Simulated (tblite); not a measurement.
## Geometry relaxation, with input and output: C$_{6}$H$_{13}$FOSi$_{2}$ (part 2 of 2)

The same run, continued: C$_{6}$H$_{13}$FOSi$_{2}$; GFN2-xTB geometry optimisation, gas phase (tblite 0.8.0). It belongs to a series of runs on one base structure; here: H on C replaced by OCH3.

Geometry of the input (Å):
```
C  -3.2443  0.9129  1.3456
O  -1.9183  1.0113  0.9087
C  -1.7279  0.0638  -0.0961
C  -0.5967  -0.7883  0.2398
C  0.5807  -0.4944  -0.1403
Si 2.0853  -1.5473  0.2563
C  3.5378  -0.3882  0.3429
C  0.7422  0.7330  -0.9578
F  1.6581  0.6021  -1.9731
Si -1.0358  0.8573  -1.6317
H  -3.4636  -0.1133  1.7256
H  -3.4127  1.6648  2.1301
H  -3.9025  1.1174  0.4837
H  -2.6643  -0.4937  -0.3068
H  -0.7945  -1.7129  0.8696
H  2.2898  -2.4581  -0.8655
H  1.8902  -2.2503  1.5223
H  3.2688  0.6643  0.5184
H  4.0948  -0.4961  -0.6163
H  4.2421  -0.6912  1.1496
H  0.9561  1.5765  -0.2838
H  -1.1436  0.0118  -2.8072
H  -1.4464  2.2457  -1.8039
```

### Trajectory as extended XYZ, continued
```
23
Properties=species:S:1:pos:R:3:forces:R:3 step=107 energy=-862.09549
C    -3.2077    0.7651    1.4901   -0.0330  -0.0380   0.0090
O    -2.2629    1.1864    0.5405   -0.0490  -0.0280   0.0430
C    -1.8006    0.1555   -0.3320    0.0070   0.0010  -0.0270
C    -0.6692   -0.6491    0.2602   -0.0050  -0.0050  -0.0520
C     0.5692   -0.4844   -0.1950   -0.0430   0.0210   0.0410
Si    2.0628   -1.5173    0.3329   -0.0500   0.0450   0.0420
C     3.5546   -0.3737    0.5876   -0.0210  -0.0380   0.0400
C     0.7623    0.5463   -1.2757   -0.0360  -0.0190  -0.0180
F     1.5238    0.0024   -2.3096    0.0190   0.0110  -0.0610
Si   -1.0109    1.0491   -1.8325   -0.0350   0.0230  -0.0250
H    -2.8377   -0.0678    2.1026    0.0090   0.1140  -0.0100
H    -3.4016    1.6306    2.1231   -0.0260  -0.0640   0.0240
H    -4.1473    0.4465    1.0088    0.1230   0.0500   0.0130
H    -2.6504   -0.4983   -0.5773    0.0460  -0.0550   0.0070
H    -0.8811   -1.3421    1.0633   -0.0190   0.0110  -0.0410
H     2.3202   -2.5129   -0.7127    0.0230   0.0000   0.0260
H     1.7065   -2.1585    1.6063    0.0190  -0.0570  -0.0140
H     3.3959    0.2907    1.4325    0.0010   0.0590  -0.0140
H     3.7420    0.2315   -0.2919    0.0070   0.0500  -0.0480
H     4.4565   -0.9417    0.7875    0.0280  -0.0540   0.0100
H     1.3659    1.3830   -0.9061   -0.0030  -0.0110   0.0730
H    -1.2844    0.4100   -3.1195   -0.0300   0.0090   0.0090
H    -1.3107    2.4758   -1.7733    0.0690  -0.0240  -0.0290
23
Properties=species:S:1:pos:R:3:forces:R:3 step=133 energy=-862.12148
C    -3.0953    0.7302    1.5480   -0.0270  -0.0180   0.0030
O    -2.2968    1.1937    0.4897   -0.0040  -0.0040   0.0020
C    -1.8363    0.1701   -0.3923    0.0000   0.0020   0.0130
C    -0.7169   -0.6557    0.1922   -0.0120   0.0150   0.0060
C     0.5307   -0.4738   -0.2271   -0.0100  -0.0050   0.0070
Si    2.0120   -1.5042    0.3358    0.0210   0.0220   0.0040
C     3.5252   -0.3926    0.6144    0.0050  -0.0020   0.0080
C     0.7392    0.5906   -1.2708   -0.0110  -0.0020   0.0100
F     1.5692    0.1137   -2.2843    0.0050   0.0160  -0.0030
Si   -1.0247    1.0703   -1.8808   -0.0240  -0.0240   0.0220
H    -2.5386    0.0783    2.2320   -0.0100   0.0380  -0.0230
H    -3.4409    1.6092    2.0904    0.0430   0.0120  -0.0060
H    -3.9679    0.1817    1.1673    0.0230  -0.0220   0.0080
H    -2.6861   -0.4867   -0.6395    0.0150   0.0220  -0.0140
H    -0.9496   -1.3755    0.9647   -0.0020  -0.0010  -0.0260
H     2.2927   -2.5059   -0.6990    0.0090  -0.0020   0.0210
H     1.6384   -2.1531    1.5999   -0.0110  -0.0320   0.0010
H     3.3135    0.4176    1.3085   -0.0120  -0.0060  -0.0280
H     3.8716    0.0442   -0.3182   -0.0260   0.0080   0.0100
H     4.3466   -0.9699    1.0292    0.0040   0.0040  -0.0120
H     1.2899    1.4326   -0.8328    0.0160  -0.0150  -0.0050
H    -1.3121    0.4041   -3.1514    0.0170   0.0240   0.0000
H    -1.2685    2.5080   -1.8657   -0.0100  -0.0290   0.0010
23
Properties=species:S:1:pos:R:3:forces:R:3 step=160 energy=-862.13086
C    -2.9838    0.7369    1.5742   -0.0060  -0.0040   0.0070
O    -2.3092    1.1871    0.4273    0.0080   0.0060  -0.0060
C    -1.8600    0.1536   -0.4476    0.0040  -0.0060   0.0030
C    -0.7625   -0.6960    0.1415   -0.0030   0.0040   0.0050
C     0.4966   -0.5086   -0.2390    0.0010   0.0020   0.0110
Si    1.9744   -1.5300    0.3490    0.0010   0.0000  -0.0010
C     3.4469   -0.3653    0.6241   -0.0040  -0.0040   0.0110
C     0.7369    0.5835   -1.2468   -0.0060  -0.0090   0.0040
F     1.5906    0.1290   -2.2518   -0.0040   0.0130  -0.0010
Si   -1.0091    1.0806   -1.8930    0.0010  -0.0010  -0.0010
H    -2.3077    0.2439    2.2820    0.0080   0.0020  -0.0120
H    -3.4125    1.6204    2.0455    0.0050  -0.0010   0.0050
H    -3.7891    0.0396    1.3098    0.0000   0.0040  -0.0040
H    -2.7194   -0.4830   -0.7121    0.0000   0.0020   0.0120
H    -1.0209   -1.4383    0.8835   -0.0020  -0.0100  -0.0160
H     2.2981   -2.5325   -0.6713    0.0010  -0.0020  -0.0020
H     1.5872   -2.1949    1.6013    0.0070   0.0030   0.0060
H     3.1986    0.4477    1.3019   -0.0020  -0.0020   0.0070
H     3.7739    0.0720   -0.3149   -0.0050   0.0030  -0.0040
H     4.2912   -0.9005    1.0475    0.0080  -0.0040   0.0010
H     1.2836    1.4085   -0.7731   -0.0100  -0.0030  -0.0060
H    -1.2410    0.4604   -3.1960   -0.0040   0.0000  -0.0100
H    -1.2675    2.5128   -1.8318    0.0010   0.0060  -0.0100
23
Properties=species:S:1:pos:R:3:forces:R:3 step=187 energy=-862.13500
C    -2.8410    0.7498    1.5966    0.0000   0.0040   0.0300
O    -2.2679    1.1854    0.3904   -0.0100   0.0020  -0.0310
C    -1.8929    0.1327   -0.4996    0.0140  -0.0170   0.0040
C    -0.8097   -0.7482    0.0691    0.0050  -0.0010  -0.0070
C     0.4588   -0.5199   -0.2570   -0.0060  -0.0020   0.0000
Si    1.9397   -1.5280    0.3529   -0.0310  -0.0020  -0.0120
C     3.3981   -0.3551    0.6643   -0.0090  -0.0110   0.0010
C     0.7010    0.6172   -1.2140    0.0000  -0.0080   0.0110
F     1.6333    0.2409   -2.1812   -0.0080   0.0190   0.0150
Si   -1.0297    1.0497   -1.9440   -0.0070   0.0000   0.0110
H    -2.1040    0.2622    2.2446    0.0070  -0.0100  -0.0040
H    -3.2240    1.6364    2.0996    0.0000   0.0200  -0.0150
H    -3.6674    0.0525    1.4116   -0.0090  -0.0040  -0.0080
H    -2.7858   -0.4663   -0.7380    0.0180   0.0130   0.0150
H    -1.0869   -1.5325    0.7597    0.0290   0.0030  -0.0100
H     2.2809   -2.5304   -0.6635    0.0060   0.0160   0.0140
H     1.5418   -2.1911    1.6044    0.0010  -0.0010  -0.0170
H     3.1418    0.4241    1.3776    0.0000   0.0070   0.0040
H     3.7136    0.1257   -0.2568   -0.0060   0.0060  -0.0090
H     4.2525   -0.8954    1.0604    0.0050  -0.0070   0.0050
H     1.1719    1.4556   -0.6853    0.0000  -0.0150  -0.0070
H    -1.1893    0.3885   -3.2383   -0.0080  -0.0120   0.0030
H    -1.3395    2.4731   -1.9436    0.0090   0.0010   0.0070
23
Properties=species:S:1:pos:R:3:forces:R:3 step=213 energy=-862.13725
C    -2.8006    0.7819    1.5942    0.0020   0.0080   0.0080
O    -2.2368    1.1803    0.3709    0.0070   0.0020  -0.0070
C    -1.8986    0.1048   -0.5070   -0.0010  -0.0030   0.0060
C    -0.8160   -0.7821    0.0499    0.0050  -0.0020   0.0040
C     0.4518   -0.5315   -0.2622    0.0040   0.0020   0.0010
Si    1.9379   -1.5343    0.3382   -0.0050  -0.0070  -0.0060
C     3.3805   -0.3498    0.6747   -0.0060  -0.0070  -0.0020
C     0.6813    0.6357   -1.1831    0.0020   0.0010   0.0000
F     1.6649    0.3293   -2.1219    0.0020   0.0020  -0.0020
Si   -1.0415    1.0142   -1.9586   -0.0040  -0.0050   0.0000
H    -2.0796    0.2427    2.2187    0.0070   0.0020  -0.0010
H    -3.1052    1.6944    2.1045   -0.0080   0.0000   0.0030
H    -3.6780    0.1429    1.4338   -0.0070  -0.0030  -0.0050
H    -2.8050   -0.4803   -0.7199   -0.0060   0.0010  -0.0030
H    -1.0851   -1.5881    0.7172   -0.0060  -0.0040   0.0040
H     2.2997   -2.5158   -0.6906    0.0020   0.0090   0.0000
H     1.5365   -2.2255    1.5728    0.0030  -0.0020  -0.0050
H     3.1175    0.4053    1.4113    0.0030   0.0060   0.0000
H     3.6783    0.1606   -0.2367    0.0020   0.0090   0.0050
H     4.2473   -0.8865    1.0480    0.0000  -0.0060   0.0050
H     1.0912    1.4803   -0.6157    0.0060   0.0000  -0.0030
H    -1.1652    0.3184   -3.2388   -0.0020  -0.0060  -0.0020
H    -1.3801    2.4302   -1.9897   -0.0010   0.0030   0.0020
23
Properties=species:S:1:pos:R:3:forces:R:3 step=240 energy=-862.13980
C    -2.7550    0.8347    1.6029    0.0060   0.0010  -0.0080
O    -2.2263    1.1961    0.3522    0.0040   0.0030   0.0050
C    -1.9042    0.0943   -0.4984   -0.0030   0.0070  -0.0060
C    -0.8124   -0.7823    0.0567    0.0020   0.0000  -0.0020
C     0.4500   -0.5297   -0.2771    0.0030   0.0020   0.0060
Si    1.9505   -1.5389    0.2715    0.0030  -0.0080   0.0040
C     3.3551   -0.3601    0.7590   -0.0030  -0.0040  -0.0080
C     0.6589    0.6380   -1.2016   -0.0080   0.0010  -0.0020
F     1.6607    0.3563   -2.1278    0.0010  -0.0020  -0.0010
Si   -1.0700    0.9646   -1.9874   -0.0070   0.0010  -0.0070
H    -2.0039    0.3470    2.2343    0.0030  -0.0080   0.0040
H    -3.0810    1.7577    2.0802    0.0010   0.0010  -0.0020
H    -3.6135    0.1613    1.4871   -0.0010   0.0010  -0.0010
H    -2.8161   -0.4930   -0.6798    0.0000  -0.0060   0.0010
H    -1.0713   -1.5862    0.7305   -0.0020  -0.0020   0.0030
H     2.3656   -2.4035   -0.8383    0.0020   0.0040   0.0020
H     1.5422   -2.3573    1.4229   -0.0020   0.0030  -0.0050
H     3.0652    0.3031    1.5700   -0.0030   0.0010   0.0000
H     3.6530    0.2547   -0.0853   -0.0020   0.0080  -0.0020
H     4.2300   -0.9158    1.0831   -0.0020   0.0010   0.0090
H     1.0368    1.4978   -0.6346    0.0080  -0.0040   0.0020
H    -1.1864    0.2158   -3.2388   -0.0010   0.0030   0.0060
H    -1.4328    2.3727   -2.0712    0.0020  -0.0030   0.0010
```

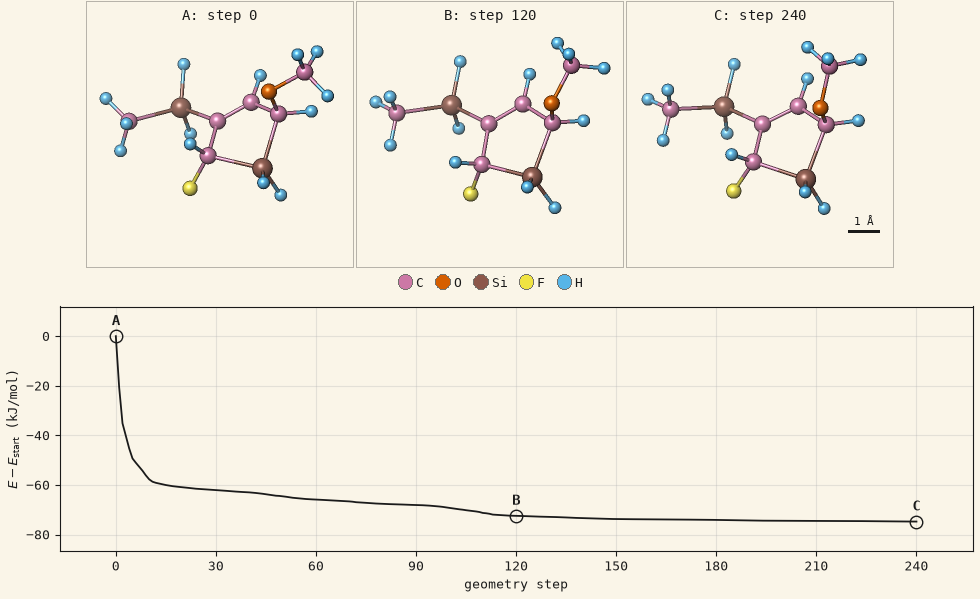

**Figure 1.** Frames of the relaxation (ball-and-stick view, seen at a tilt) above the curves, on which the letters mark them (steps are counted from 0).

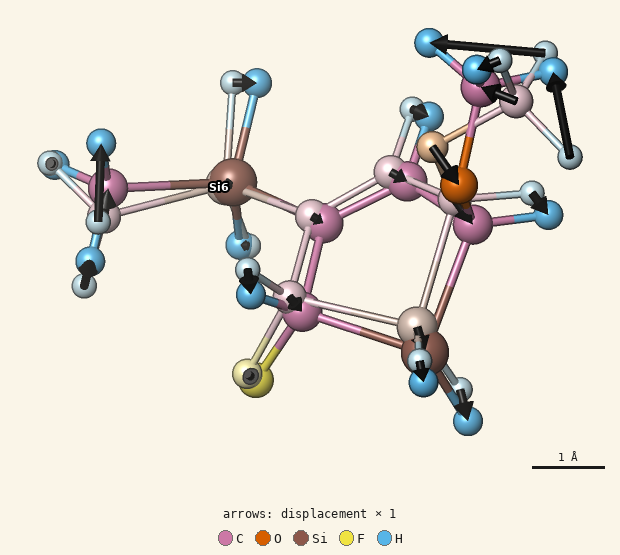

**Figure 2.** Start (faint) and end (solid) with the displacements as black arrows, at true length (ball-and-stick view, seen at a tilt). The two geometries are laid on each other by the best rigid fit. After 240 geometry steps the energy has fallen by 74.8 kJ/mol. Largest force component: 3.8 eV/Å at the start, 0.009 eV/Å at the end. The largest move after the best rigid fit is that of H11, 1.63 Å. By element the largest moves are H 1.63 Å, O 0.67 Å, C 0.56 Å, Si 0.37 Å, F 0.31 Å. Among the contacts that change: C4–C5 1.272 → 1.330 Å, C4–H15 1.136 → 1.080 Å, C3–Si10 1.862 → 1.916 Å, C3–C4 1.456 → 1.506 Å. Among the angles that change: O2–C3–Si10 110.8° → 102.2°, F9–C8–H21 113.3° → 104.7°, C1–O2–C3 107.9° → 114.6°. (Atoms are counted from 1 in the order of the input.)
